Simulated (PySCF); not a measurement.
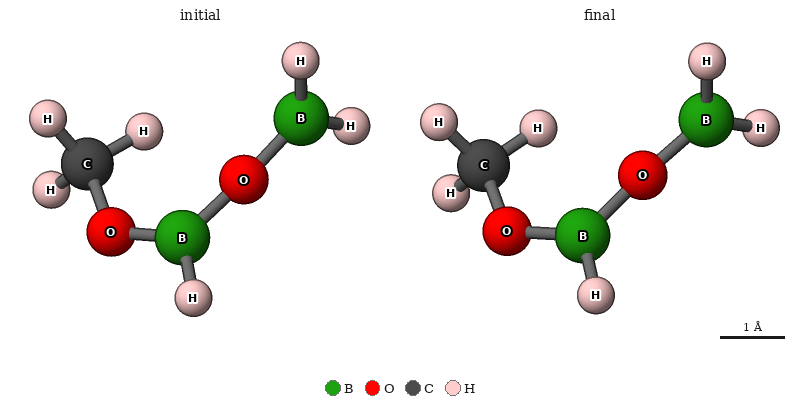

The structure of CH6B2O2 before (left) and after (right) a relaxation, at one scale.

A ball-and-stick model, seen from a free direction.

The start comes from GFN2-xTB. Its atoms were then displaced at random by about 0.01 Å.

The calculation used PySCF 2.14.0, density-fitted response routines, PBE0-D3(BJ)/def2-SVP geometry optimisation, gas phase. 

**Summarise the run.**

After 10 geometry steps the energy has fallen by 14.2 kJ/mol. The atom that moves furthest after the best rigid fit is an H atom (0.16 Å). Largest moves by element: H 0.16 Å, O 0.11 Å, B 0.08 Å, C 0.07 Å. Near-neighbour distances that change, for instance: B–H 1.161 → 1.212 Å, B–O 1.301 → 1.347 Å, C–H 1.083 → 1.102 Å, C–O 1.422 → 1.404 Å. Bond angles that change, for instance: B–O–B 175.8° → 173.7°.
